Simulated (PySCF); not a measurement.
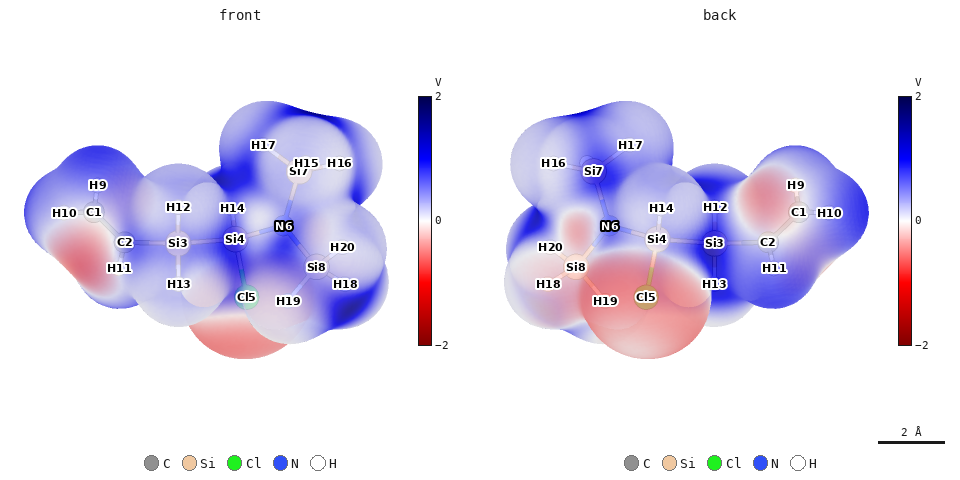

Figure. C₂H₁₂ClNSi₄. The molecular electrostatic potential painted on the density surface at 0.002 e/bohr³, seen from the front and from behind; red is negative and blue positive.

Geometry: GFN2-xTB.

Level of theory: PBE0/pcSseg-1, SCF density, gas phase, non-relativistic in PySCF.

```yaml
atoms:
  - { symbol: C, position_ang: [-4.0936, -0.1402, -0.1642] }
  - { symbol: C, position_ang: [-3.0298, -0.9288, -0.1547] }
  - { symbol: Si, position_ang: [-1.3688, -0.5119, 0.6325] }
  - { symbol: Si, position_ang: [0.2792, -0.5023, -0.9924] }
  - { symbol: Cl, position_ang: [0.8530, -2.3803, -1.4941] }
  - { symbol: N, position_ang: [1.7013, 0.2995, -0.3735] }
  - { symbol: Si, position_ang: [1.9323, 2.0100, -0.6106] }
  - { symbol: Si, position_ang: [2.9255, -0.6118, 0.4782] }
  - { symbol: H, position_ang: [-4.0823, 0.8268, 0.3118] }
  - { symbol: H, position_ang: [-5.0227, -0.4155, -0.6408] }
  - { symbol: H, position_ang: [-3.1070, -1.8907, -0.6500] }
  - { symbol: H, position_ang: [-1.4965, 0.7883, 1.3098] }
  - { symbol: H, position_ang: [-1.1324, -1.5140, 1.6899] }
  - { symbol: H, position_ang: [-0.0108, 0.1197, -2.2894] }
  - { symbol: H, position_ang: [2.1519, 2.6275, 0.6966] }
  - { symbol: H, position_ang: [3.0781, 2.2337, -1.4939] }
  - { symbol: H, position_ang: [0.6981, 2.5194, -1.2069] }
  - { symbol: H, position_ang: [3.8194, -1.2499, -0.4875] }
  - { symbol: H, position_ang: [2.2393, -1.6035, 1.3058] }
  - { symbol: H, position_ang: [3.6607, 0.3347, 1.3109] }
```

### Describe the electrostatic potential map.

The most negative region (about −0.5 V) lies over C1, C2 and Cl5, the most positive (about +1.5 V) over Si4, Si7 and Si8.
